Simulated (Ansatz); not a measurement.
# Ca on Hf(0001): change of the work function, part 2 of 3

Wanted: Δφ(θ) for Ca/Hf(0001), starting from the fcc site.

Ansatz 0.2.0; plane-wave DFT, PBE, Ansatz PAW.

So far, work function, upper face (eV): step 2 (the clean slab) 4.33.

## 3. The covered slab, k-mesh 4×4×1, coverage 0.111 ML

System of this step: Ca/Hf(0001). The cell holds 37 atoms: 36 Hf and 1 Ca. Cell: a = 9.600 Å, b = 9.600 Å, c = 28.658 Å, α = 90.0°, β = 90.0°, γ = 60.0°. Vacuum lies along c.

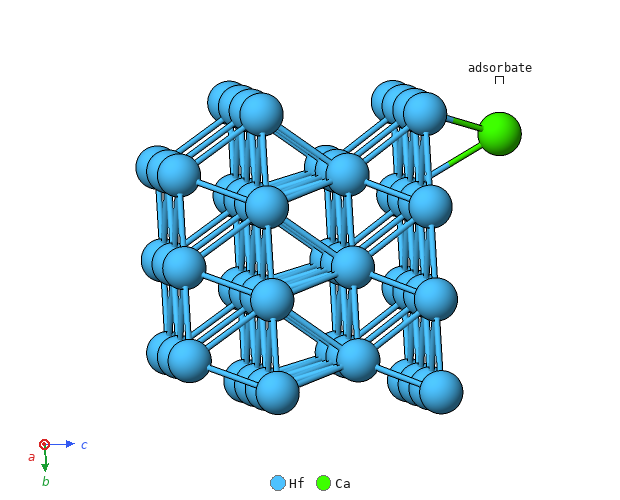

The cell of this step (hafnium blue, calcium green). Some periodic images of atoms are drawn too.

The clean slab as it ended is repeated in the plane and the adsorbate is set on one face; the cell's size fixes the coverage, and the k-mesh shrinks with it to keep the sampling density about even. Adsorbate and upper layers relax, since the dipole depends on the height.

Input file input.yaml:

```yaml
crystal:
  lattice:
    - [9.6, 0.0, 0.0]
    - [4.8, 8.3138438763, 0.0]
    - [0.0, 0.0, 28.6577975188]
  atoms:
    - { symbol: Hf, position: [0.2222222222, 0.2222222222, 0.3140506522] }
    - { symbol: Hf, position: [0.0, 0.0, 0.4023756533] }
    - { symbol: Hf, position: [0.2222222222, 0.2222222222, 0.4944835015] }
    - { symbol: Hf, position: [0.0, 0.0, 0.577511804] }
    - { symbol: Hf, position: [0.2222222222, 0.5555555556, 0.3140506522] }
    - { symbol: Hf, position: [0.0, 0.3333333333, 0.4023756533] }
    - { symbol: Hf, position: [0.2222222222, 0.5555555556, 0.4944835015] }
    - { symbol: Hf, position: [0.0, 0.3333333333, 0.577511804] }
    - { symbol: Hf, position: [0.2222222222, 0.8888888889, 0.3140506522] }
    - { symbol: Hf, position: [0.0, 0.6666666667, 0.4023756533] }
    - { symbol: Hf, position: [0.2222222222, 0.8888888889, 0.4944835015] }
    - { symbol: Hf, position: [0.0, 0.6666666667, 0.577511804] }
    - { symbol: Hf, position: [0.5555555556, 0.2222222222, 0.3140506522] }
    - { symbol: Hf, position: [0.3333333333, 0.0, 0.4023756533] }
    - { symbol: Hf, position: [0.5555555556, 0.2222222222, 0.4944835015] }
    - { symbol: Hf, position: [0.3333333333, 0.0, 0.577511804] }
    - { symbol: Hf, position: [0.5555555556, 0.5555555556, 0.3140506522] }
    - { symbol: Hf, position: [0.3333333333, 0.3333333333, 0.4023756533] }
    - { symbol: Hf, position: [0.5555555556, 0.5555555556, 0.4944835015] }
    - { symbol: Hf, position: [0.3333333333, 0.3333333333, 0.577511804] }
    - { symbol: Hf, position: [0.5555555556, 0.8888888889, 0.3140506522] }
    - { symbol: Hf, position: [0.3333333333, 0.6666666667, 0.4023756533] }
    - { symbol: Hf, position: [0.5555555556, 0.8888888889, 0.4944835015] }
    - { symbol: Hf, position: [0.3333333333, 0.6666666667, 0.577511804] }
    - { symbol: Hf, position: [0.8888888889, 0.2222222222, 0.3140506522] }
    - { symbol: Hf, position: [0.6666666667, 0.0, 0.4023756533] }
    - { symbol: Hf, position: [0.8888888889, 0.2222222222, 0.4944835015] }
    - { symbol: Hf, position: [0.6666666667, 0.0, 0.577511804] }
    - { symbol: Hf, position: [0.8888888889, 0.5555555556, 0.3140506522] }
    - { symbol: Hf, position: [0.6666666667, 0.3333333333, 0.4023756533] }
    - { symbol: Hf, position: [0.8888888889, 0.5555555556, 0.4944835015] }
    - { symbol: Hf, position: [0.6666666667, 0.3333333333, 0.577511804] }
    - { symbol: Hf, position: [0.8888888889, 0.8888888889, 0.3140506522] }
    - { symbol: Hf, position: [0.6666666667, 0.6666666667, 0.4023756533] }
    - { symbol: Hf, position: [0.8888888889, 0.8888888889, 0.4944835015] }
    - { symbol: Hf, position: [0.6666666667, 0.6666666667, 0.577511804] }
    - { symbol: Ca, position: [0.1111111111, 0.1111111111, 0.6859493478] }
kpoints:
  mp_grid: { grid: [4, 4, 1] }
hamiltonian:
  xc: pbe
scf:
  occupations: { method: fermi_dirac, width: 0.1 }
  convergence: { dr2_threshold: 1.0e-08 }
efield:
  axis: 3
  dipole_correction: true
  ramp_position: 0.97
  ramp_width: 0.06
relax:
  f_tol: 0.02
  max_steps: 60
  constraints:
    - { sites: [0, 1, 4, 5, 8, 9, 12, 13, 16, 17, 20, 21, 24, 25, 28, 29, 32, 33] }
output:
  write_potential: true
  write_density: true
  volumetric_format: npy
```

Run with:

```console
> ansatz run input.yaml --threads 4 --pin off --max-ram 16384MiB --backend cpu --events-out ev --progress --plain --runs-dir out
```

Numbers of over 12 decimals in the logs are rounded to 6 here.

Output:

```text
[...]
Crystal: 37 atoms, lattice volume = 2287.262 Å³
Basis set: ecut = 420 eV, 44573 PW (Γ), exchange–correlation on 144×144×384 points (8 copies of the dense FFT grid, shifted against one another)
Bands: 568, of which v1, the nominal top of the filled ones, is band 473 counted from 1 (472 counted from 0)
Symmetry: 6 space group operations
[...]
k-points: 4 of 16 (time reversal used)
[...]
SCF iter   1: F=—  HF=-567769.903708 eV  |F-HF|=—  |Δ(HF+E_count)|=         —  Δρ=5.58e-3  dr2=1.62e1  ethr=1.77e-3  p=0.485 e·Å  D=3.84e-2 V/Å  ΔV_dip=-1.10 eV  dr2_dipole=1.25e-3  V_vac-E_F(+/−)=3.33/4.43 eV  ⟨swp⟩=7.2  Hψ=8234  notcnv=0  defer=7
[...]
SCF iter  12: F=-567769.432671 eV  HF=-567769.432671 eV  |F-HF|=1.51e-9  |Δ(HF+E_count)|=   1.40e-8  Δρ=1.57e-7  dr2=1.98e-9  ethr=1.06e-12  p=0.719 e·Å  D=5.69e-2 V/Å  ΔV_dip=-1.63 eV  dr2_dipole=2.72e-10  V_vac-E_F(+/−)=2.74/4.38 eV  ⟨swp⟩=17.5  Hψ=25004  notcnv=0
SCF 1 converged in 12 iterations: F = -567769.432671 eV  dr2 = 1.98e-9
[...]
relax step   1: F+E_penalty+E_count = -567769.43267059 eV  Δ(F+E_penalty+E_count) = +0.000e0 eV  max|allowed force component| = 9.582e-1 eV/Å  Δτ_max = 0.0000 Å  (12 SCF iters, accepted)
[...]
SCF iter  12: F=-567769.598784 eV  HF=-567769.598784 eV  |F-HF|=2.33e-10  |Δ(HF+E_count)|=   1.20e-8  Δρ=8.90e-8  dr2=6.33e-10  ethr=1.06e-12  p=0.683 e·Å  D=5.41e-2 V/Å  ΔV_dip=-1.55 eV  dr2_dipole=1.37e-10  V_vac-E_F(+/−)=2.82/4.37 eV  ⟨swp⟩=10.0  Hψ=16757  notcnv=0
SCF 2 converged in 12 iterations: F = -567769.598784 eV  dr2 = 6.33e-10
relax step   2: F+E_penalty+E_count = -567769.59878413 eV  Δ(F+E_penalty+E_count) = -1.661e-1 eV  max|allowed force component| = 6.660e-1 eV/Å  Δτ_max = 0.1947 Å  (12 SCF iters, accepted)
SCF iter   1: F=—  HF=-567769.719110 eV  |F-HF|=—  |Δ(HF+E_count)|=         —  Δρ=2.02e-3  dr2=1.42e0  ethr=5.24e-4  p=0.683 e·Å  D=5.41e-2 V/Å  ΔV_dip=-1.55 eV  dr2_dipole=5.17e-1  V_vac-E_F(+/−)=2.84/4.38 eV  ⟨swp⟩=6.8  Hψ=6529  notcnv=0  defer=29
[...]
SCF iter  11: F=-567769.677019 eV  HF=-567769.677019 eV  |F-HF|=4.66e-10  |Δ(HF+E_count)|=   8.96e-9  Δρ=1.82e-7  dr2=4.27e-9  ethr=1.06e-12  p=0.627 e·Å  D=4.96e-2 V/Å  ΔV_dip=-1.42 eV  dr2_dipole=1.36e-9  V_vac-E_F(+/−)=2.95/4.37 eV  ⟨swp⟩=10.0  Hψ=16058  notcnv=0
SCF 3 converged in 11 iterations: F = -567769.677019 eV  dr2 = 4.27e-9
relax step   3: F+E_penalty+E_count = -567769.67701870 eV  Δ(F+E_penalty+E_count) = -7.823e-2 eV  max|allowed force component| = 1.480e-1 eV/Å  Δτ_max = 0.1973 Å  (11 SCF iters, accepted)
[...]
relax step   4: F+E_penalty+E_count = -567769.68267024 eV  Δ(F+E_penalty+E_count) = -5.652e-3 eV  max|allowed force component| = 4.000e-2 eV/Å  Δτ_max = 0.0268 Å  (9 SCF iters, accepted)
SCF iter   1: F=—  HF=-567769.683075 eV  |F-HF|=—  |Δ(HF+E_count)|=         —  Δρ=1.21e-4  dr2=2.71e-3  ethr=7.37e-6  p=0.638 e·Å  D=5.05e-2 V/Å  ΔV_dip=-1.45 eV  dr2_dipole=2.02e-4  V_vac-E_F(+/−)=2.93/4.37 eV  ⟨swp⟩=2.0  Hψ=2908  notcnv=0  defer=49
[...]
SCF iter   7: F=-567769.683215 eV  HF=-567769.683215 eV  |F-HF|=1.14e-8  |Δ(HF+E_count)|=   8.85e-8  Δρ=4.08e-7  dr2=6.98e-9  ethr=1.06e-12  p=0.638 e·Å  D=5.05e-2 V/Å  ΔV_dip=-1.45 eV  dr2_dipole=4.78e-10  V_vac-E_F(+/−)=2.93/4.37 eV  ⟨swp⟩=10.8  Hψ=21247  notcnv=0
SCF 5 converged in 7 iterations: F = -567769.683215 eV  dr2 = 6.98e-9
[...]
relax step   5: F+E_penalty+E_count = -567769.68321495 eV  Δ(F+E_penalty+E_count) = -5.447e-4 eV  max|allowed force component| = 1.401e-2 eV/Å  Δτ_max = 0.0044 Å  (7 SCF iters, accepted)
NSCF: frozen V_eff on 4 k-points
[...]
SCF converged after 7 iterations
Free energy (F): -567769.683215 eV
[...]
Internal energy: -567767.962788 eV  (E = F + TS)
E sigma→0 (E₀):  -567768.823001 eV
Entropy (-TS):   -1.720427 eV (-46.498 meV/atom)
Fermi energy:    4.878192 eV
Dipole field:    D = 0.050502 V/Å  (p = 0.638355 e·Å, saw-weighted, corrected)
Work function:   Φ+ = 2.9277 eV   Φ− = 4.3750 eV
[...]
--- Forces (eV/Å), atoms counted from 1 ---
  atom   1  Hf    -0.01554942    -0.00897746     0.61985186
  atom   2  Hf    -0.02271405    -0.01311397    -0.69391333
  atom   3  Hf     0.00028797     0.00016626    -0.00113723
  atom   4  Hf     0.00329263     0.00190100     0.00338793
  atom   5  Hf    -0.01041708     0.00601430     0.66907127
  atom   6  Hf     0.00000000     0.02622793    -0.69391333
  atom   7  Hf     0.00005631    -0.00003251     0.00180163
  atom   8  Hf     0.00000000    -0.00380200     0.00338793
  atom   9  Hf     0.00000000     0.01795493     0.61985186
  atom  10  Hf     0.04635367    -0.02676230    -0.60397103
  atom  11  Hf    -0.00000000    -0.00033252    -0.00113723
  atom  12  Hf    -0.00336522     0.00194291     0.00089364
  atom  13  Hf    -0.00000000    -0.01202861     0.66907127
  atom  14  Hf     0.02271405    -0.01311397    -0.69391333
  atom  15  Hf     0.00000000     0.00006502     0.00180163
  atom  16  Hf    -0.00329263     0.00190100     0.00338793
  atom  17  Hf     0.01041708     0.00601430     0.66907127
  atom  18  Hf     0.04899430     0.02828687    -0.63924307
  atom  19  Hf    -0.00005631    -0.00003251     0.00180163
  atom  20  Hf    -0.01213715    -0.00700739    -0.00171022
  atom  21  Hf    -0.00751369     0.00433803     0.64547672
  atom  22  Hf    -0.00000000    -0.05657374    -0.63924307
  atom  23  Hf    -0.00109394     0.00063159     0.00081743
  atom  24  Hf    -0.00000000     0.01401478    -0.00171022
  atom  25  Hf     0.01554942    -0.00897746     0.61985186
  atom  26  Hf     0.00000000     0.05352461    -0.60397103
  atom  27  Hf    -0.00028797     0.00016626    -0.00113723
  atom  28  Hf     0.00000000    -0.00388582     0.00089364
  atom  29  Hf     0.00000000    -0.00867606     0.64547672
  atom  30  Hf    -0.04899430     0.02828687    -0.63924307
  atom  31  Hf     0.00000000    -0.00126317     0.00081743
  atom  32  Hf     0.01213715    -0.00700739    -0.00171022
  atom  33  Hf     0.00751369     0.00433803     0.64547672
  atom  34  Hf    -0.04635367    -0.02676230    -0.60397103
  atom  35  Hf     0.00109394     0.00063159     0.00081743
  atom  36  Hf     0.00336522     0.00194291     0.00089364
  atom  37  Ca     0.00000000     0.00000000    -0.00399838
  max |Σ_I F_I| component: 2.16e-5 eV/Å
--- Band table (eV) ---
  k-point 0: bands = [... 469 lower, 4.8304, 4.8687, 4.8687, 4.8796, 4.9044, 4.9044, 4.9166, 4.9166, ... 91 higher]
  k-point 1: bands = [... 469 lower, 4.7623, 4.7817, 4.8458, 4.8462, 4.8678, 4.9177, 4.9200, 4.9489, ... 91 higher]
  k-point 2: bands = [... 469 lower, 4.7240, 4.7381, 4.8559, 4.8597, 4.8793, 4.8835, 4.9660, 5.0787, ... 91 higher]
  k-point 3: bands = [... 469 lower, 4.7829, 4.7972, 4.8147, 4.8994, 4.9127, 4.9242, 4.9505, 5.0095, ... 91 higher]
--- Relaxed structure (5 steps of the walk, 5 accepted, 0 SCFs on fresh bases) ---
  F+E_penalty+E_count = -567769.68321495 eV   max|allowed force component| = 1.401e-2 eV/Å
  atoms:
    - { symbol: Hf, position: [0.222222, 0.222222, 0.314051] }
    - { symbol: Hf, position: [1.1111101403313757e-11, 1.1111101403313758e-11, 0.4023756533] }
    - { symbol: Hf, position: [0.223462, 0.223462, 0.493105] }
    - { symbol: Hf, position: [0.00135251, 0.00135251, 0.575597] }
    - { symbol: Hf, position: [0.222222, 0.555556, 0.314051] }
    - { symbol: Hf, position: [1.1111084274872951e-11, 0.333333, 0.4023756533] }
    - { symbol: Hf, position: [0.221817, 0.555758, 0.495866] }
    - { symbol: Hf, position: [0.00135251, 0.330628, 0.575597] }
    - { symbol: Hf, position: [0.222222, 0.888889, 0.314051] }
    - { symbol: Hf, position: [-2.2222224060897133e-11, 0.666667, 0.4023756533] }
    - { symbol: Hf, position: [0.223462, 0.886410, 0.493105] }
    - { symbol: Hf, position: [-0.00132984, 0.667332, 0.579414] }
    - { symbol: Hf, position: [0.555556, 0.222222, 0.314051] }
    - { symbol: Hf, position: [0.333333, 1.1111101403313758e-11, 0.4023756533] }
    - { symbol: Hf, position: [0.555758, 0.221817, 0.495866] }
    - { symbol: Hf, position: [0.330628, 0.00135251, 0.575597] }
    - { symbol: Hf, position: [0.555556, 0.555556, 0.314051] }
    - { symbol: Hf, position: [0.333333, 0.333333, 0.4023756533] }
    - { symbol: Hf, position: [0.555758, 0.555758, 0.495866] }
    - { symbol: Hf, position: [0.330821, 0.330821, 0.579520] }
    - { symbol: Hf, position: [0.555556, 0.888889, 0.314051] }
    - { symbol: Hf, position: [0.333333, 0.666667, 0.4023756533] }
    - { symbol: Hf, position: [0.558898, 0.887218, 0.494223] }
    - { symbol: Hf, position: [0.330821, 0.671690, 0.579520] }
    - { symbol: Hf, position: [0.888889, 0.222222, 0.314051] }
    - { symbol: Hf, position: [0.666667, -2.2222234688031946e-11, 0.4023756533] }
    - { symbol: Hf, position: [0.886410, 0.223462, 0.493105] }
    - { symbol: Hf, position: [0.667332, -0.00132984, 0.579414] }
    - { symbol: Hf, position: [0.888889, 0.555556, 0.314051] }
    - { symbol: Hf, position: [0.666667, 0.333333, 0.4023756533] }
    - { symbol: Hf, position: [0.887218, 0.558898, 0.494223] }
    - { symbol: Hf, position: [0.671690, 0.330821, 0.579520] }
    - { symbol: Hf, position: [0.888889, 0.888889, 0.314051] }
    - { symbol: Hf, position: [0.666667, 0.666667, 0.4023756533] }
    - { symbol: Hf, position: [0.887218, 0.887218, 0.494223] }
    - { symbol: Hf, position: [0.667332, 0.667332, 0.579414] }
    - { symbol: Ca, position: [0.111111, 0.111111, 0.672580] }
```

It took 30 min on 4 threads of Arm Neoverse V1, shared host; peak memory 7.7 GiB; 2 h of CPU time.

The steps of the relaxation:

```tsv
step	energy less that of the first step (eV)	largest force component (eV/Å)
1	0.0000	0.9582
2	-0.1661	0.6660
3	-0.2443	0.1480
4	-0.2500	0.0400
5	-0.2505	0.0140
```

Forces are held to the 6 operations that the run works with; a distortion that breaks them can't arise in this run.

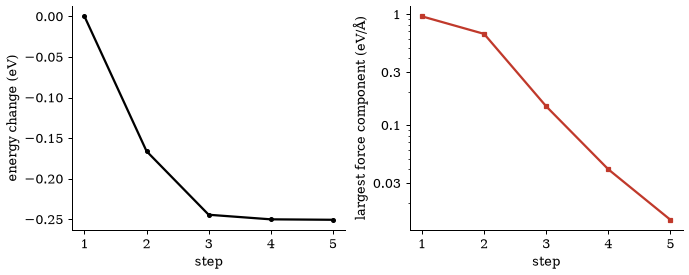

Energy and largest force along the relaxation.

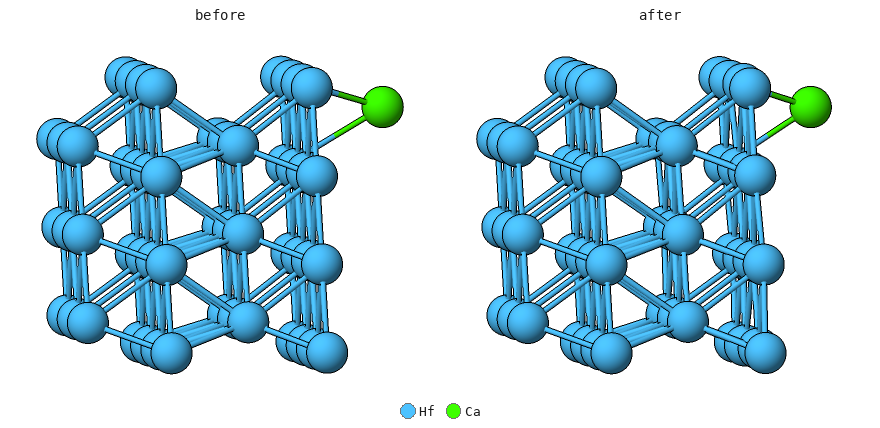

Before and after, at one scale.

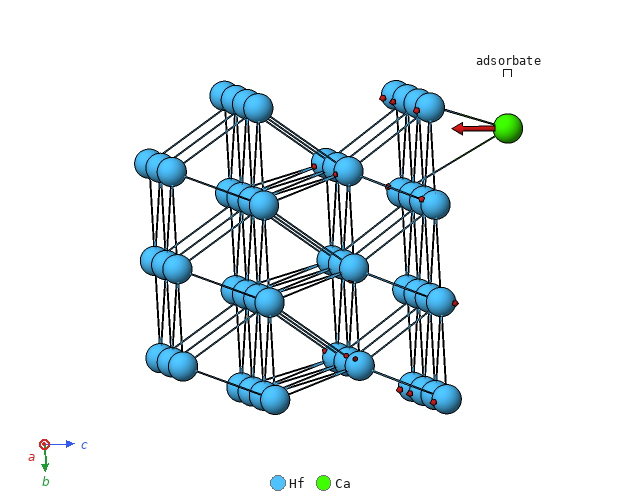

Displacements in the relaxation, exaggerated; the longest in the cell stands for 0.38 Å. Some periodic images of atoms are drawn too.

The atoms that moved most (Å):

```tsv
atom	dx	dy	dz	length
Ca37	0.000	0.000	-0.383	0.383
Hf24	0.000	0.042	0.058	0.071
Hf20	-0.036	-0.021	0.058	0.071
Hf32	0.036	-0.021	0.058	0.071
Hf16	-0.019	0.011	-0.055	0.059
Hf8	0.000	-0.022	-0.055	0.059
Hf4	0.019	0.011	-0.055	0.059
Hf36	0.010	0.006	0.055	0.056
```

The relaxed structure:

```cif
data_structure
_symmetry_space_group_name_H-M 'P 1'
_symmetry_Int_Tables_number 1
_cell_length_a 9.6000
_cell_length_b 9.6000
_cell_length_c 28.6578
_cell_angle_alpha 90.000
_cell_angle_beta 90.000
_cell_angle_gamma 60.000
_cell_volume 2287.26
loop_
_atom_site_label
_atom_site_type_symbol
_atom_site_fract_x
_atom_site_fract_y
_atom_site_fract_z
_atom_site_occupancy
Hf1 Hf 0.22222 0.22222 0.31405 1
Hf2 Hf 0.00000 0.00000 0.40238 1
Hf3 Hf 0.22346 0.22346 0.49311 1
Hf4 Hf 0.00135 0.00135 0.57560 1
Hf5 Hf 0.22222 0.55556 0.31405 1
Hf6 Hf 0.00000 0.33333 0.40238 1
Hf7 Hf 0.22182 0.55576 0.49587 1
Hf8 Hf 0.00135 0.33063 0.57560 1
Hf9 Hf 0.22222 0.88889 0.31405 1
Hf10 Hf 0.00000 0.66667 0.40238 1
Hf11 Hf 0.22346 0.88641 0.49311 1
Hf12 Hf 0.99867 0.66733 0.57941 1
Hf13 Hf 0.55556 0.22222 0.31405 1
Hf14 Hf 0.33333 0.00000 0.40238 1
Hf15 Hf 0.55576 0.22182 0.49587 1
Hf16 Hf 0.33063 0.00135 0.57560 1
Hf17 Hf 0.55556 0.55556 0.31405 1
Hf18 Hf 0.33333 0.33333 0.40238 1
Hf19 Hf 0.55576 0.55576 0.49587 1
Hf20 Hf 0.33082 0.33082 0.57952 1
Hf21 Hf 0.55556 0.88889 0.31405 1
Hf22 Hf 0.33333 0.66667 0.40238 1
Hf23 Hf 0.55890 0.88722 0.49422 1
Hf24 Hf 0.33082 0.67169 0.57952 1
Hf25 Hf 0.88889 0.22222 0.31405 1
Hf26 Hf 0.66667 0.00000 0.40238 1
Hf27 Hf 0.88641 0.22346 0.49311 1
Hf28 Hf 0.66733 0.99867 0.57941 1
Hf29 Hf 0.88889 0.55556 0.31405 1
Hf30 Hf 0.66667 0.33333 0.40238 1
Hf31 Hf 0.88722 0.55890 0.49422 1
Hf32 Hf 0.67169 0.33082 0.57952 1
Hf33 Hf 0.88889 0.88889 0.31405 1
Hf34 Hf 0.66667 0.66667 0.40238 1
Hf35 Hf 0.88722 0.88722 0.49422 1
Hf36 Hf 0.66733 0.66733 0.57941 1
Ca37 Ca 0.11111 0.11111 0.67258 1
```

Numbers from this step:

- energy at zero smearing: -567768.8230 eV
- work function, upper face: 2.928 eV
- work function, lower face: 4.375 eV
- dipole along the normal: 0.6384 e·Å
- step between the vacuum levels: -1.447 eV

Running mean over 2.5312 Å of the planar mean; the ramp of the sawtooth is left out. The electron's electrostatic potential energy less the Fermi level by z:

```tsv
z (Å)	electron's electrostatic potential energy less the Fermi level (eV)
4	4.37
6	4.12
8	-4.04
10	-7.30
12	-7.07
14	-7.24
16	-7.85
18	-1.65
20	2.26
22	2.90
24	2.93
```

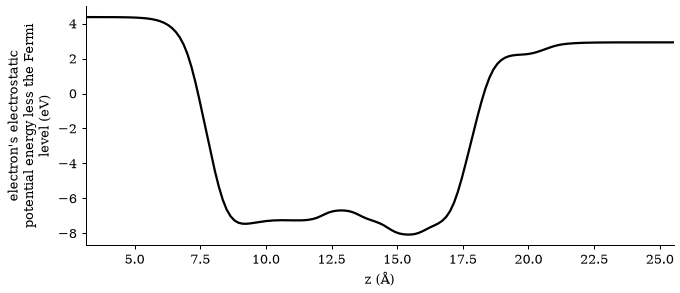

Electron's electrostatic potential energy less the Fermi level against z.

The relaxation took 5 steps and lowered the energy by 0.25 eV; the largest force on the free atoms ends at 0.014 eV/Å.

The covered face has 2.93 eV, -1.40 eV against the clean one; the bare back face has moved by -0.01 eV, a measure of how thin the slab is.

(Continued in part 3 of 3.)

[Logs are printed without paths, hosts, clocks, repeated set-up lines and the standing remarks that a program may print on its own settings, such as how far it seeks lower states.]

[Hosts, paths, dates, database ids (printed as entryN), source tags and the programs' standing remarks are cut or masked in the printed files.]

[Maps of the electrostatic potential energy from Ansatz leave out the sawtooth potential of an applied field or a dipole correction, so their vacuum need not be flat; planar profiles and work functions include it.]
